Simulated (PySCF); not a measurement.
**C5H13PSi: density, localisation and related maps**

The calculation's input:

```
{"job": {"kind": "nmr", "xc": "PBE0", "basis": "pcSseg-1"}, "charge": 0, "multiplicity": 1}
C     -2.582430     0.767212    -0.613008
C     -1.155142     0.239654    -0.608639
C     -0.958336    -1.017296     0.236042
C      0.546738    -1.237570     0.320666
C      1.208301     0.103300     0.666843
Si     2.930816     0.322494    -0.121369
P      0.070099     1.478385     0.072814
H     -2.911245     0.987422     0.401622
H     -3.258974     0.029376    -1.042168
H     -2.649835     1.681286    -1.199815
H     -0.847939     0.028067    -1.642007
H     -1.367589    -0.852099     1.236602
H     -1.466865    -1.877291    -0.204929
H      0.802967    -1.994792     1.063597
H      0.905246    -1.591682    -0.649606
H      1.286711     0.214230     1.752178
H      3.782242    -0.801613     0.278927
H      3.510727     1.584262     0.335123
H      2.774176     0.326141    -1.577066
H     -0.624816     1.621193     1.291158
```

Launched as:

```sh
OMP_NUM_THREADS=1 python probes_run.py task.json out
```

Geometry: GFN2-xTB.

Computed with PBE0/pcSseg-1, SCF density, gas phase, non-relativistic in PySCF 2.14.0.

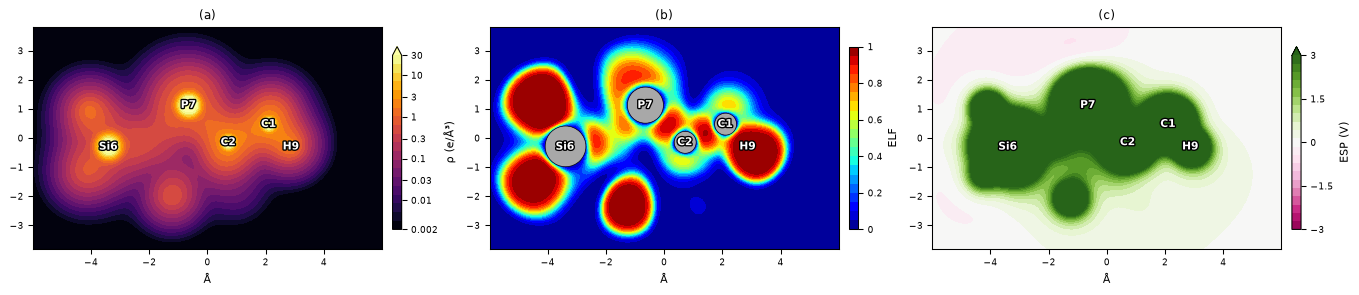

Figure 1. (a) electron density; (b) ELF; (c) molecular electrostatic potential on the plane of atoms C1, C2 and P7. Grey discs cover the atomic cores in the ELF map.

What does the map show?

Atoms in the plane: C, Si, P and H. C–C (1.52 Å): ρ at the midpoint is about 1.6 e/Å³; the ELF peaks at about 0.95 between the atoms (localised, covalent bonding). C–P (1.87 Å): the density is about 1.1 e/Å³ at the midpoint; the ELF peaks at about 0.95 between the atoms: localised, covalent bonding. C–H (1.09 Å): the density is about 2 e/Å³ at the midpoint; the ELF climbs to about 1 towards the hydrogen, as it does in any bond to H: a covalent bond by its length. The ELF also peaks beside P7, away from the bonds: lone-pair regions. Outside the dense part of the molecule the potential is most negative (−0.4 V) near P7.

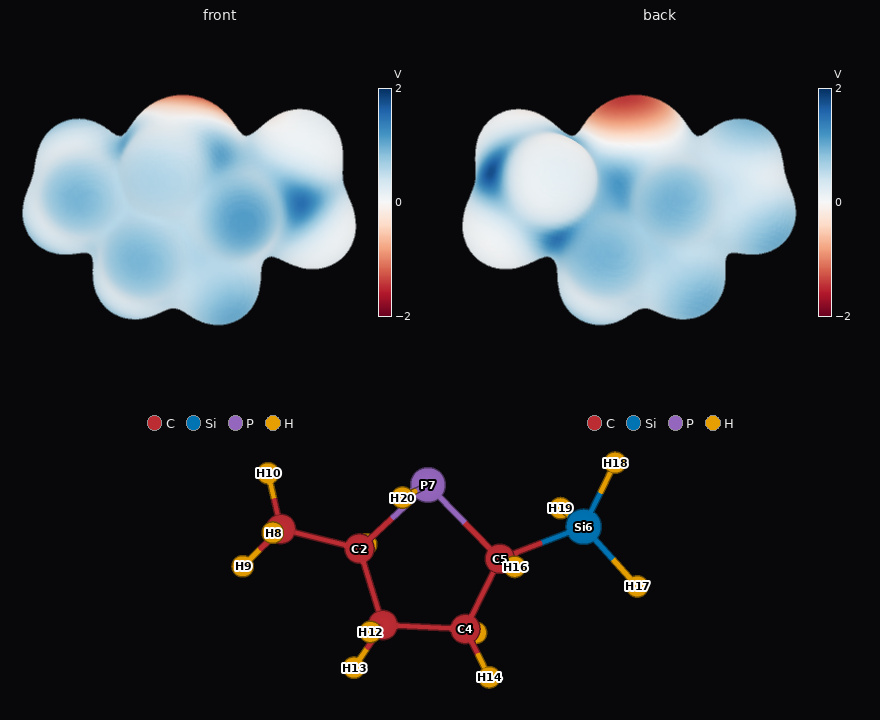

Figure 2. The molecular electrostatic potential painted on the density surface at 0.004 e/bohr³, seen from the front and from behind; red is negative and blue positive. The bare structure is drawn below in the same view.

Where is the surface potential most negative and most positive?

The most negative region (about −1.3 V, or −30 kcal/mol for a unit charge) lies over P7, the most positive (about +1.5 V, or +35 kcal/mol for a unit charge) over Si6.
